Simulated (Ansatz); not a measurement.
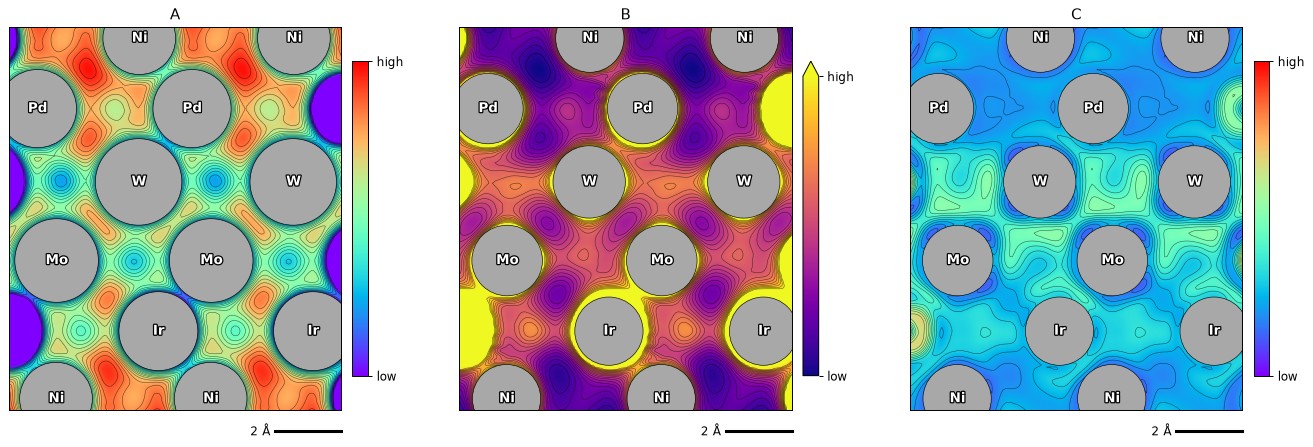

NiMoIrPdW: 3 fields on the (010) plane of the conventional cell, with unlabelled colour scales. Grey discs cover the atomic cores.

Space group Cm; a generated structure, not necessarily the stable one; the program warned that a starting moment wasn't kept; spin-polarised, but the moments vanished.

Level of theory: Ansatz 0.2.0, Kohn-Sham DFT of a periodic cell, PBE, Ansatz PAW.

The panels show electron localisation function, electrostatic potential energy of an electron and valence pseudo-density in some order. Assign them.

Panel A: electrostatic potential energy of an electron (low next to the atoms, rising into the space between them). Panel B: valence pseudo-density. Panel C: electron localisation function. From the grid: Ni–Ir (2.59 Å): ρ is about 0.4 e/Å³ halfway; the ELF is about 0.30 at the midpoint. Ni–Pd (2.67 Å): the density is about 0.29 e/Å³ at the midpoint; the ELF is about 0.25 at the midpoint: no localised pair shows between them.
